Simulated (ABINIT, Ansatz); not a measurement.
# Cs2NaAlH6 (Fm-3m): G0W0 with ABINIT, start to end, part 2 of 3

How does a plane-wave GW calculation on Cs2NaAlH6 (Fm-3m) run from the first input to the gap?

ABINIT 10.8.3; LDA and many-body steps on it, plane waves. Known limits of the many-body steps: not at the basis limit; no spin-orbit coupling; coarse k mesh.

So far. Step 2 (Ground state): The gap is indirect, with the least direct gap 0.46 eV higher.

### Step 3. Bands along the symmetry lines

Level of this step: DFT, LDA, plane waves, norm-conserving pseudopotentials (ABINIT).

The cheap functional maps the bands first; the places of the edges decide which points the dearer methods must see.

run.abi

```
acell 3*1.0 Angstrom
rprim 
  -0.000000000000 4.312959000000 4.312959000000
  4.312959000000 -0.000000000000 4.312959000000
  4.312959000000 4.312959000000 -0.000000000000
ntypat 4
znucl 55 11 13 1
natom 10
typat 1 1 2 3 4 4 4 4 4 4
xred 
  0.250000000000 0.250000000000 0.250000000000
  0.750000000000 0.750000000000 0.750000000000
  0.500000000000 0.500000000000 0.500000000000
  -0.000000000000 -0.000000000000 0.000000000000
  0.208755000000 0.791245000000 0.791245000000
  0.208755000000 0.791245000000 0.208755000000
  0.791245000000 0.208755000000 0.791245000000
  0.791245000000 0.791245000000 0.208755000000
  0.208755000000 0.208755000000 0.791245000000
  0.791245000000 0.208755000000 0.208755000000
pp_dirpath "pseudos"
pseudos "Cs.upf, Na.upf, Al.upf, H.upf"
ecut 38
iscf -2
irdden 1
kptopt 0
nkpt 26
kpt 
  0.00000000 0.00000000 0.00000000
  0.12500000 0.00000000 0.12500000
  0.25000000 0.00000000 0.25000000
  0.37500000 0.00000000 0.37500000
  0.50000000 0.00000000 0.50000000
  0.53125000 0.06250000 0.53125000
  0.56250000 0.12500000 0.56250000
  0.59375000 0.18750000 0.59375000
  0.62500000 0.25000000 0.62500000
  0.37500000 0.37500000 0.75000000
  0.28125000 0.28125000 0.56250000
  0.18750000 0.18750000 0.37500000
  0.09375000 0.09375000 0.18750000
  0.00000000 0.00000000 0.00000000
  0.12500000 0.12500000 0.12500000
  0.25000000 0.25000000 0.25000000
  0.37500000 0.37500000 0.37500000
  0.50000000 0.50000000 0.50000000
  0.50000000 0.43750000 0.56250000
  0.50000000 0.37500000 0.62500000
  0.50000000 0.31250000 0.68750000
  0.50000000 0.25000000 0.75000000
  0.50000000 0.18750000 0.68750000
  0.50000000 0.12500000 0.62500000
  0.50000000 0.06250000 0.56250000
  0.50000000 0.00000000 0.50000000
istwfk *1
nband 25
nbdbuf 2
tolwfr 1e-08
nstep 40
prtwf 0
prtvol 0
indata_prefix "in"
outdata_prefix "out"
tmpdata_prefix "tmp"
```

Run with:

```sh
$ OMP_NUM_THREADS=1 mpirun -n 4 abinit run.abi > log
```

Numbers of over 12 decimals in the logs are rounded to 6 here.

The program printed:

```text
.Version 10.8.3 of ABINIT. v10.8.2 released Aug 2026.

 Symmetries : space group Fm -3 m (#225); Bravais cF (face-center cubic)
[... echo of the input left out ...]
== DATASET  1 ==================================================================
-   mpi_nproc: 4, omp_nthreads: 1 (-1 if OMP is not activated)

--- !DatasetInfo
iteration_state: {dtset: 1, }
dimensions: {natom: 10, nkpt: 26, mband: 25, nsppol: 1, nspinor: 1, nspden: 1, mpw: 12180, }
cutoff_energies: {ecut:  38.0, pawecutdg:  -1.0, }
electrons: {nelect:   3.60000000E+01, charge:   0.00000000E+00, occopt:   1.00000000E+00, tsmear:   1.00000000E-02, }

 Real(R)+Recip(G) space primitive vectors, cartesian coordinates (Bohr,Bohr^-1):
 R(1)=  0.0000000  8.1503113  8.1503113  G(1)= -0.0613473  0.0613474  0.0613474
 R(2)=  8.1503113  0.0000000  8.1503113  G(2)=  0.0613474 -0.0613473  0.0613474
 R(3)=  8.1503113  8.1503113  0.0000000  G(3)=  0.0613474  0.0613474 -0.0613473
 Unit cell volume ucvol=  1.0828108E+03 bohr^3
 Angles (23,13,12)=  6.00000000E+01  6.00000000E+01  6.00000000E+01 degrees

 getcut: wavevector=  0.0000  0.0000  0.0000  ngfft=  64  64  64
         ecut(hartree)=     38.000   => boxcut(ratio)=   2.00094

--- Pseudopotential description ------------------------------------------------
- Cs Generated using ONCVPSP code by D. R. Hamann
- 55.00000   9.00000  201201                  znucl, zion, pspdat
12 -1012 3 -1 2328                            pspcod,pspxc,lmax,lloc,mmax
     nproj     2     2     2     2
  pspatm : epsatm=   21.68725381
         --- l  ekb(1:nproj) -->
             0    6.247599    0.778427
             1    6.343167    0.797067
             2    3.778962    0.917083
[...]
pspatm: atomic psp has been read  and splines computed

- Na Generated using ONCVPSP code by D. R. Hamann
- 11.00000   9.00000  180309                  znucl, zion, pspdat
12 -1012 1 -1 1968                            pspcod,pspxc,lmax,lloc,mmax
     nproj     2     2     0     0
  pspatm : epsatm=    9.37365322
         --- l  ekb(1:nproj) -->
[...]
pspatm: atomic psp has been read  and splines computed

- Al Generated using ONCVPSP code by D. R. Hamann
- 13.00000   3.00000  180309                  znucl, zion, pspdat
12 -1012 2 -1 1854                            pspcod,pspxc,lmax,lloc,mmax
     nproj     2     2     2     0
  pspatm : epsatm=    0.57439143
         --- l  ekb(1:nproj) -->
[...]
pspatm: atomic psp has been read  and splines computed

- H Generated using ONCVPSP code by D. R. Hamann
-  1.00000   1.00000  180309                  znucl, zion, pspdat
12 -1012 1 -1 1180                            pspcod,pspxc,lmax,lloc,mmax
     nproj     2     1     0     0
  pspatm : epsatm=    0.35439867
         --- l  ekb(1:nproj) -->
[...]
1   -0.275071
 pspatm: atomic psp has been read  and splines computed

[...]
1.9971E-01  2.3394E-01  2.4449E-01  2.4449E-01  2.6614E-01  2.7981E-01
[...]
--- !ResultsGS
iteration_state: {dtset: 1, }
comment   : Summary of ground state results
lattice_vectors:
- [ -0.0000000,   8.1503113,   8.1503113, ]
- [  8.1503113,  -0.0000000,   8.1503113, ]
- [  8.1503113,   8.1503113,  -0.0000000, ]
lattice_lengths: [  11.52628,   11.52628,   11.52628, ]
lattice_angles: [ 60.000,  60.000,  60.000, ] # degrees, (23, 13, 12)
lattice_volume:   1.0828108E+03
convergence: {deltae:  0.000E+00, res2:  0.000E+00, residm:  9.998E-09, diffor:  0.000E+00, }
etotal    :  -9.84061636E+01
entropy   :   0.00000000E+00
fermie    :   7.30348660E-02
cartesian_stress_tensor: null
pressure_GPa: null
xred      :
- [  2.5000E-01,   2.5000E-01,   2.5000E-01, Cs]
- [  7.5000E-01,   7.5000E-01,   7.5000E-01, Cs]
- [  5.0000E-01,   5.0000E-01,   5.0000E-01, Na]
- [  0.0000E+00,   0.0000E+00,   0.0000E+00, Al]
- [  2.0875E-01,   7.9125E-01,   7.9124E-01,  H]
- [  2.0875E-01,   7.9125E-01,   2.0875E-01,  H]
- [  7.9125E-01,   2.0875E-01,   7.9125E-01,  H]
- [  7.9124E-01,   7.9125E-01,   2.0875E-01,  H]
- [  2.0875E-01,   2.0876E-01,   7.9124E-01,  H]
- [  7.9124E-01,   2.0876E-01,   2.0875E-01,  H]
cartesian_forces: null
force_length_stats: {min: null, max: null, mean: null, }

 Integrated electronic density in atomic spheres:
 ------------------------------------------------
 Atom  Sphere_radius  Integrated_density
[...]
================================================================================

 ----iterations are completed or convergence reached----

 Mean square residual over all n,k,spin=   66.989E-10; max=  99.979E-10
 reduced coordinates (array xred) for   10 atoms
[...]
0.208755000000      0.208755000000      0.791245000000
       0.791245000000      0.208755000000      0.208755000000

 cartesian coordinates (angstrom) at end:
    1      2.156480     2.156480     2.156480
    2      6.469438     6.469438     6.469438
    3      4.312959     4.312959     4.312959
[...]
9      4.312959     4.312959     1.800704
   10      1.800704     4.312959     4.312959
 length scales=  1.889726125908  1.889726125908  1.889726125908 bohr
              =  1.000000000000  1.000000000000  1.000000000000 angstroms
 prteigrs : about to open file out_EIG
 Eigenvalues (hartree) for nkpt=  26  k points:
 kpt#   1, nband= 25, wtk=  1.00000, kpt=  0.0000  0.0000  0.0000 (reduced coord)
[...]
kpt#   2, nband= 25, wtk=  1.00000, kpt=  0.1250  0.0000  0.1250 (reduced coord)
[...]
kpt#   3, nband= 25, wtk=  1.00000, kpt=  0.2500  0.0000  0.2500 (reduced coord)
[...]
kpt#  25, nband= 25, wtk=  1.00000, kpt=  0.5000  0.0625  0.5625 (reduced coord)
[...]
0.28160
 kpt#  26, nband= 25, wtk=  1.00000, kpt=  0.5000  0.0000  0.5000 (reduced coord)
[...]
-0.21548   -0.18568   -0.18568   -0.18283   -0.10417   -0.02260    0.01431    0.01431
   0.03224    0.07303    0.19971    0.23394    0.24449    0.24449    0.26614    0.27981
   0.28009

== END DATASET(S) ==============================================================
================================================================================

 -outvars: echo values of variables after computation  --------
            nband          25
             nkpt          26
          spgroup         225
 [... the other variables as echoed above ...]

 Calculation completed.
```

It took 94 s on 4 MPI ranks of Arm Neoverse N1, shared host; peak memory 0.48 GiB.

Numbers from this step:

```yaml
gap: 1.756 eV
k_of_the_valence_top: 0.5, 0, 0.5
k_of_the_conduction_bottom: 0, 0, 0
least_direct_gap: 2.221 eV
```

The gap is 1.756 eV, as in the run before at this level.

The electronic bands at the labelled points (eV, zero at the top of the highest filled band):

```csv
point,band 15,band 16,band 17,band 18,band 19,band 20,band 21,band 22
Γ,-2.44,-2.44,-0.46,-0.46,1.76,5.56,5.56,5.56
X,-1.60,-1.60,-1.11,0.00,3.45,4.38,4.67,4.67
U,-1.84,-1.69,-0.97,-0.20,3.71,4.37,4.67,4.83
jump to K,-1.84,-1.69,-0.97,-0.20,3.71,4.37,4.67,4.83
Γ,-2.44,-2.44,-0.46,-0.46,1.76,5.56,5.56,5.56
L,-1.94,-1.94,-0.44,-0.44,3.16,3.67,5.42,5.42
W,-2.08,-1.64,-0.98,-0.24,4.07,4.07,4.54,5.02
X,-1.60,-1.60,-1.11,0.00,3.45,4.38,4.67,4.67
```

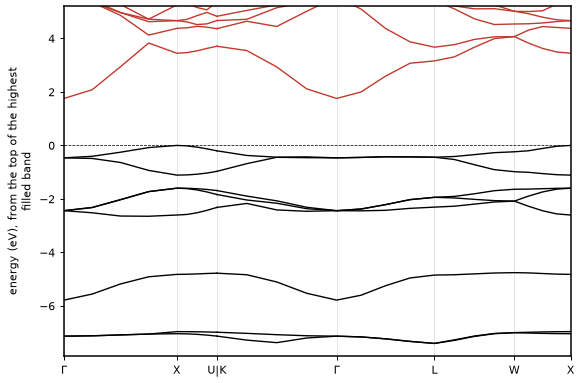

Electronic bands along the path; lines of filled and empty bands in two colours.

### Step 4. Empty states on the mesh, 2×2×2 mesh, 304 bands

The sums over transitions need many empty states on a uniform mesh; this step solves for them.

run.abi

```
acell 3*1.0 Angstrom
rprim 
  -0.000000000000 4.312959000000 4.312959000000
  4.312959000000 -0.000000000000 4.312959000000
  4.312959000000 4.312959000000 -0.000000000000
ntypat 4
znucl 55 11 13 1
natom 10
typat 1 1 2 3 4 4 4 4 4 4
xred 
  0.250000000000 0.250000000000 0.250000000000
  0.750000000000 0.750000000000 0.750000000000
  0.500000000000 0.500000000000 0.500000000000
  -0.000000000000 -0.000000000000 0.000000000000
  0.208755000000 0.791245000000 0.791245000000
  0.208755000000 0.791245000000 0.208755000000
  0.791245000000 0.208755000000 0.791245000000
  0.791245000000 0.791245000000 0.208755000000
  0.208755000000 0.208755000000 0.791245000000
  0.791245000000 0.208755000000 0.208755000000
pp_dirpath "pseudos"
pseudos "Cs.upf, Na.upf, Al.upf, H.upf"
ecut 38
ngkpt 2 2 2
nshiftk 1
shiftk 0 0 0
kptopt 1
chksymbreak 0
iscf -2
irdden 1
istwfk *1
nband 304
nbdbuf 26
tolwfr 1e-09
nstep 60
prtvol 0
indata_prefix "in"
outdata_prefix "out"
tmpdata_prefix "tmp"
```

The program printed:

```text
.Version 10.8.3 of ABINIT. v10.8.2 released Aug 2026.

 Symmetries : space group Fm -3 m (#225); Bravais cF (face-center cubic)
[... echo of the input left out ...]
== DATASET  1 ==================================================================
-   mpi_nproc: 4, omp_nthreads: 1 (-1 if OMP is not activated)
-    --> not optimal distribution: autoparal keyword recommended in input file <--

--- !DatasetInfo
iteration_state: {dtset: 1, }
dimensions: {natom: 10, nkpt: 3, mband: 304, nsppol: 1, nspinor: 1, nspden: 1, mpw: 12150, }
cutoff_energies: {ecut:  38.0, pawecutdg:  -1.0, }
electrons: {nelect:   3.60000000E+01, charge:   0.00000000E+00, occopt:   1.00000000E+00, tsmear:   1.00000000E-02, }

 Real(R)+Recip(G) space primitive vectors, cartesian coordinates (Bohr,Bohr^-1):
 R(1)=  0.0000000  8.1503113  8.1503113  G(1)= -0.0613473  0.0613474  0.0613474
 R(2)=  8.1503113  0.0000000  8.1503113  G(2)=  0.0613474 -0.0613473  0.0613474
 R(3)=  8.1503113  8.1503113  0.0000000  G(3)=  0.0613474  0.0613474 -0.0613473
 Unit cell volume ucvol=  1.0828108E+03 bohr^3
 Angles (23,13,12)=  6.00000000E+01  6.00000000E+01  6.00000000E+01 degrees

 getcut: wavevector=  0.0000  0.0000  0.0000  ngfft=  64  64  64
         ecut(hartree)=     38.000   => boxcut(ratio)=   2.00094

--- Pseudopotential description ------------------------------------------------
- Cs Generated using ONCVPSP code by D. R. Hamann
- 55.00000   9.00000  201201                  znucl, zion, pspdat
12 -1012 3 -1 2328                            pspcod,pspxc,lmax,lloc,mmax
     nproj     2     2     2     2
  pspatm : epsatm=   21.68725381
         --- l  ekb(1:nproj) -->
             0    6.247599    0.778427
             1    6.343167    0.797067
             2    3.778962    0.917083
[...]
pspatm: atomic psp has been read  and splines computed

- Na Generated using ONCVPSP code by D. R. Hamann
- 11.00000   9.00000  180309                  znucl, zion, pspdat
12 -1012 1 -1 1968                            pspcod,pspxc,lmax,lloc,mmax
     nproj     2     2     0     0
  pspatm : epsatm=    9.37365322
         --- l  ekb(1:nproj) -->
[...]
pspatm: atomic psp has been read  and splines computed

- Al Generated using ONCVPSP code by D. R. Hamann
- 13.00000   3.00000  180309                  znucl, zion, pspdat
12 -1012 2 -1 1854                            pspcod,pspxc,lmax,lloc,mmax
     nproj     2     2     2     0
  pspatm : epsatm=    0.57439143
         --- l  ekb(1:nproj) -->
[...]
pspatm: atomic psp has been read  and splines computed

- H Generated using ONCVPSP code by D. R. Hamann
-  1.00000   1.00000  180309                  znucl, zion, pspdat
12 -1012 1 -1 1180                            pspcod,pspxc,lmax,lloc,mmax
     nproj     2     1     0     0
  pspatm : epsatm=    0.35439867
         --- l  ekb(1:nproj) -->
[...]
-1.7971E+00 -7.8655E-01 -7.8655E-01 -7.8655E-01 -6.8261E-01 -6.7726E-01
 -2.0635E-01 -2.0635E-01 -2.0635E-01 -1.8909E-01 -1.8909E-01 -1.8909E-01
 -1.3952E-01 -1.6631E-02 -1.6631E-02 -1.6631E-02  5.5972E-02  5.5972E-02
[...]
2.7927E+00  2.7927E+00  2.7927E+00  2.7979E+00  2.7979E+00  2.7979E+00
  2.7996E+00  2.7996E+00  2.7996E+00  2.8317E+00  2.8318E+00  2.8509E+00
  2.8509E+00  2.8513E+00  2.8612E+00  2.8969E+00
 prteigrs : prtvol=0 or 1, do not print more k-points.

--- !ResultsGS
iteration_state: {dtset: 1, }
comment   : Summary of ground state results
lattice_vectors:
- [ -0.0000000,   8.1503113,   8.1503113, ]
- [  8.1503113,  -0.0000000,   8.1503113, ]
- [  8.1503113,   8.1503113,  -0.0000000, ]
lattice_lengths: [  11.52628,   11.52628,   11.52628, ]
lattice_angles: [ 60.000,  60.000,  60.000, ] # degrees, (23, 13, 12)
lattice_volume:   1.0828108E+03
convergence: {deltae:  0.000E+00, res2:  0.000E+00, residm:  9.967E-10, diffor:  0.000E+00, }
etotal    :  -9.84061636E+01
entropy   :   0.00000000E+00
fermie    :   7.30348660E-02
cartesian_stress_tensor: null
pressure_GPa: null
xred      :
- [  2.5000E-01,   2.5000E-01,   2.5000E-01, Cs]
- [  7.5000E-01,   7.5000E-01,   7.5000E-01, Cs]
- [  5.0000E-01,   5.0000E-01,   5.0000E-01, Na]
- [  0.0000E+00,   0.0000E+00,   0.0000E+00, Al]
- [  2.0875E-01,   7.9125E-01,   7.9124E-01,  H]
- [  2.0875E-01,   7.9125E-01,   2.0875E-01,  H]
- [  7.9125E-01,   2.0875E-01,   7.9125E-01,  H]
- [  7.9124E-01,   7.9125E-01,   2.0875E-01,  H]
- [  2.0875E-01,   2.0876E-01,   7.9124E-01,  H]
- [  7.9124E-01,   2.0876E-01,   2.0875E-01,  H]
cartesian_forces: null
force_length_stats: {min: null, max: null, mean: null, }

 Integrated electronic density in atomic spheres:
 ------------------------------------------------
 Atom  Sphere_radius  Integrated_density
[...]
================================================================================

 ----iterations are completed or convergence reached----

 Mean square residual over all n,k,spin=   44.136E-11; max=  99.667E-11
 reduced coordinates (array xred) for   10 atoms
[...]
0.208755000000      0.208755000000      0.791245000000
       0.791245000000      0.208755000000      0.208755000000

 cartesian coordinates (angstrom) at end:
    1      2.156480     2.156480     2.156480
    2      6.469438     6.469438     6.469438
[...]
9      4.312959     4.312959     1.800704
   10      1.800704     4.312959     4.312959
 length scales=  1.889726125908  1.889726125908  1.889726125908 bohr
              =  1.000000000000  1.000000000000  1.000000000000 angstroms
 prteigrs : about to open file out_EIG
 Eigenvalues (hartree) for nkpt=   3  k points:
 kpt#   1, nband=304, wtk=  0.12500, kpt=  0.0000  0.0000  0.0000 (reduced coord)
[...]
2.79269    2.79270    2.79270    2.79788    2.79788    2.79788    2.79960    2.79960
   2.79960    2.83174    2.83176    2.85087    2.85092    2.85132    2.86119    2.89685
 prteigrs : prtvol=0 or 1, do not print more k-points.

== END DATASET(S) ==============================================================
================================================================================

 -outvars: echo values of variables after computation  --------
            nband         304
             nkpt           3
          spgroup         225
 [... the other variables as echoed above ...]

 Calculation completed.
```

Elapsed: 6 min, on 4 MPI ranks; peak memory 0.68 GiB; 24 min of CPU time.

This step gave:

```yaml
gap: 1.756 eV
k_of_the_valence_top: 0.5, 0.5, 0
k_of_the_conduction_bottom: 0, 0, 0
least_direct_gap: 2.221 eV
k_points_computed: 3
lowest_point_of_the_top_converged_band_above_the_valence_top: 70.9311 eV
```

On this mesh the gap is 1.756 eV.

### Step 5. Screening, 2×2×2 mesh, 278 bands, screening to 176.9 eV

The RPA dielectric matrix is built and inverted for each q.

This step: RPA screening on LDA, plane waves, norm-conserving pseudopotentials.

run.abi, as its differences from that of step 4:

```diff
@@ -28,10 +28,11 @@
 chksymbreak 0
-iscf -2
-irdden 1
 istwfk *1
-nband 304
-nbdbuf 26
-tolwfr 1e-09
-nstep 60
-prtvol 0
+occopt 1
+irdwfk 1
+optdriver 3
+nband 278
+ecuteps 6.5
+inclvkb 2
+awtr 1
+symchi 1
 indata_prefix "in"
```

The program printed:

```text
.Version 10.8.3 of ABINIT. v10.8.2 released Aug 2026.

 Symmetries : space group Fm -3 m (#225); Bravais cF (face-center cubic)
[... echo of the input left out ...]
== DATASET  1 ==================================================================
-   mpi_nproc: 4, omp_nthreads: 1 (-1 if OMP is not activated)

--- !DatasetInfo
iteration_state: {dtset: 1, }
dimensions: {natom: 10, nkpt: 3, mband: 278, nsppol: 1, nspinor: 1, nspden: 1, mpw: 12150, }
cutoff_energies: {ecut:  38.0, pawecutdg:  -1.0, }
electrons: {nelect:   3.60000000E+01, charge:   0.00000000E+00, occopt:   1.00000000E+00, tsmear:   1.00000000E-02, }

 SCREENING: Calculation of the susceptibility and dielectric matrices

 Based on a program developped by R.W. Godby, V. Olevano, G. Onida, and L. Reining.
 Incorporated in ABINIT by V. Olevano, G.-M. Rignanese, and M. Torrent.
.Using double precision arithmetic ; gwpc =  8

[... cell and pseudopotentials left out ...]
--------------------------------------------------------------------------------

 ==== K-mesh for the wavefunctions ====
 Number of points in the irreducible wedge :     3
[... list of points left out ...]
 Together with 48 symmetry operations and time-reversal symmetry
 yields     8 points in the full Brillouin Zone.

 ==== Q-mesh for the screening function ====
 Number of points in the irreducible wedge :     3
[... list of points left out ...]
 Together with 48 symmetry operations and time-reversal symmetry
 yields     8 points in the full Brillouin Zone.

 setmesh: FFT mesh size selected  =    45x   45x   45
          total number of points  =        91125

 vcoul_init : cutoff-mode = AUXILIARY_FUNCTION
 q-points for optical limit:   1
     1)      0.000010    0.000020    0.000030

- screening: taking advantage of time-reversal symmetry
- Maximum band index for partially occupied states nbvw = 18
- Remaining bands to be divided among processors   nbcw = 260
- Number of bands treated by each node ~65

 Number of electrons calculated from density =   36.0000; Expected =   36.0000
 average of density, n =  0.033247
 r_s =    1.9292
 omega_plasma =   17.5886 [eV]

 calculating chi0 at frequencies [eV] :
  1    0.000000E+00    0.000000E+00
  2    0.000000E+00    1.758857E+01

--------------------------------------------------------------------------------
  q-point number  1        q = ( 0.000000, 0.000000, 0.000000) [r.l.u.]
--------------------------------------------------------------------------------
[... chi0 elements left out ...]
 For q-point:  0.000010 0.000020 0.000030
  dielectric constant =   4.3952
  dielectric constant without local fields =   5.0434

  Average fulfillment of the sum rule on Im[epsilon] for q-point    1 :     81.14  [%]
[... wings left out ...]
  q-point number  2        q = ( 0.500000, 0.000000, 0.000000) [r.l.u.]
--------------------------------------------------------------------------------
[... chi0 elements left out ...]
  Average fulfillment of the sum rule on Im[epsilon] for q-point    2 :     84.66  [%]

 [... 1 further q-points ...]
```

It took 2.6 min on 4 MPI ranks; peak memory 3 GiB.

Numbers from this step:

```yaml
eps_infinity_with_local_fields_on_this_mesh_along_the_program_s_q_direction: 4.395
the_same_without_local_fields: 5.043
plasma_frequency: 17.59 eV
plane_waves_in_the_screening_matrix: 869
```

Local fields lower ε∞ by 13 %. On a Γ-centred mesh this coarse the value itself is usually too large, while a short band sum pulls it down.

[end of part 2 of 3]

[Paths, hosts, dates, memory and timing lines, banners, echoed tables and standing remarks are left out of the program output.]

[Logs are printed without paths, hosts, clocks, repeated set-up lines and the standing remarks that a program may print on its own settings, such as how far it seeks lower states.]

[Runs of the session that timed out or met a known fault of the program may be left out.]

[Hosts, paths, dates, database ids (printed as entryN), source tags and the programs' standing remarks are cut or masked in the printed files.]

[G0W0 gaps are taken among the corrected bands and points alone; a level outside them can change the order at an edge.]

[Where Ansatz stands beside ABINIT at settings called matched, ABINIT's density can come from a denser mesh and the files from another edition; pairs whose starting gaps differed by over 0.03 eV were left out, so agreement reads better than it is.]
